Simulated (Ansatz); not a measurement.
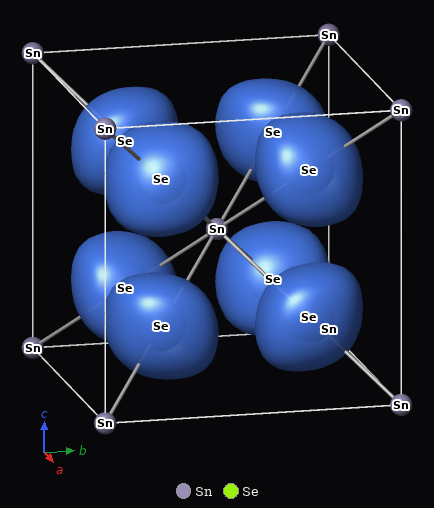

The picture shows: SnSe4. Isosurface of the electron localisation function at 0.65 (blue), seen slightly off an axis. Core shells and regions of very low density are left out. Sticks mark near contacts.

Space group Im-3m; a structure generated by program, which may or may not match a known phase.

The calculation used DFT PBE, scalar-relativistic, plane waves, PAW (Ansatz 0.2.0).

Core electrons are frozen (PAW), and the valence fields are smoothed inside the atomic spheres.

> Identify the bonds, lone pairs and shells in this picture.

At this value the surface marks out eight regions wrapped around Se (the valence shell of each), counted in one cell of 10 atoms. Regions shared between cells count once. Profiles from the grid: Sn–Se (2.82 Å): the ELF is about 0.40 at the midpoint and 0.30 at its lowest between the atoms.
